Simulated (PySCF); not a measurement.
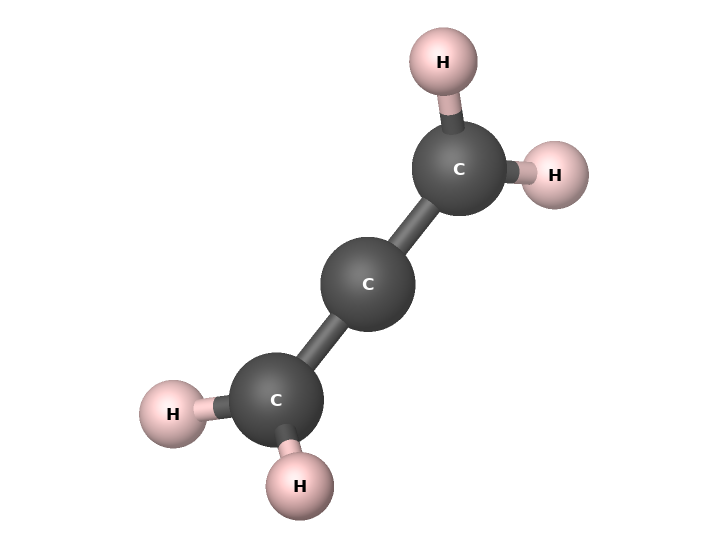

The picture shows a molecular structure as a ball-and-stick model.

Identify the structure.

The molecule is C₃H₄. Its SMILES string is `C=C=C`. It has no ring. The point group is D2d. Coordination: 2 C trigonal planar; 1 C linear.

The parts below concern this one geometry. Atoms keep their numbers from picture to picture. The geometry was computed by an optimisation with PBE0-D3(BJ)/def2-SVP. No frequency run is at hand to confirm it as a minimum.

## Geometry

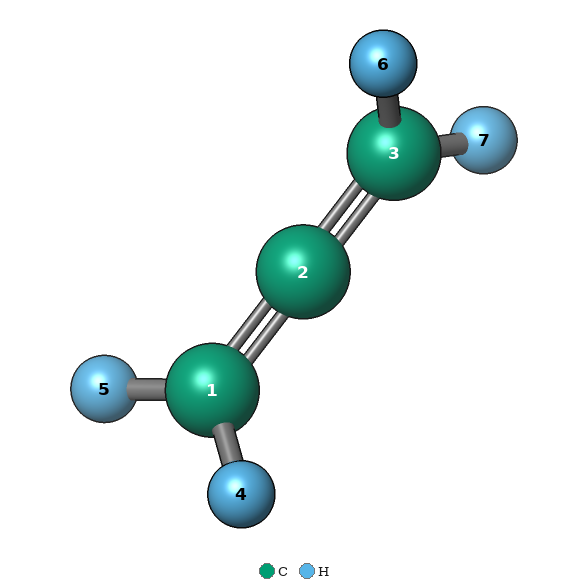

No frequency run is at hand to confirm it as a minimum.

Which atoms are bonded, and how long are the bonds?

| bond | length (Å) | order |
| --- | --- | --- |
| C1–C2 | 1.308 | double |
| C1–H4 | 1.095 | single |
| C1–H5 | 1.095 | single |
| C2–C3 | 1.308 | double |
| C3–H6 | 1.095 | single |
| C3–H7 | 1.095 | single |

## Core levels

No frequency run is at hand to confirm it as a minimum. Level of theory: delta-SCF UKS SCAN, pcX-2 on the ionised atom, pcseg-1 elsewhere, spin-free X2C (PySCF 2.14.0).

Give the core-electron binding energies (to vacuum) of C1 1s, C2 1s.

| atom | level | binding energy (eV) |
| --- | --- | --- |
| C1 | 1s | 290.7 |
| C2 | 1s | 290.9 |

## Electronic properties

No frequency run is at hand to confirm it as a minimum. Method: ωB97X-D/def2-SVPD, gas phase (PySCF 2.14.0). Excitations: vertical, linear response.

Computed properties:

- HOMO energy (Kohn–Sham orbital): −9.60 eV
- LUMO energy (Kohn–Sham orbital): 2.07 eV
- HOMO–LUMO gap: 11.68 eV
- mean static polarisability: 40.2 bohr³
- lowest vertical singlet excitation: 6.01 eV
- its oscillator strength: 0.000
- brightest of the 10 lowest singlets: 8.05 eV
- its oscillator strength: 1.17

## Spin–spin coupling

No frequency run is at hand to confirm it as a minimum. Properties computed with B3LYP/pcJ-1 indirect spin-spin coupling, non-relativistic, gas phase (PySCF 2.14.0). Isotopes: 13C, 1H.

Give the spin–spin coupling constants of these pairs, with the number of bonds between them: C2/C3, C3/H7, C1/C3, H6/H7, C3/H4, C3/H5.

```tsv
pair	bonds apart	J (Hz)
C2, C3	1	114.8
C3, H7	1	180.1
C1, C3	2	8.7
H6, H7	2	−13.3
C3, H4	3	8.5
C3, H5	3	8.5
```
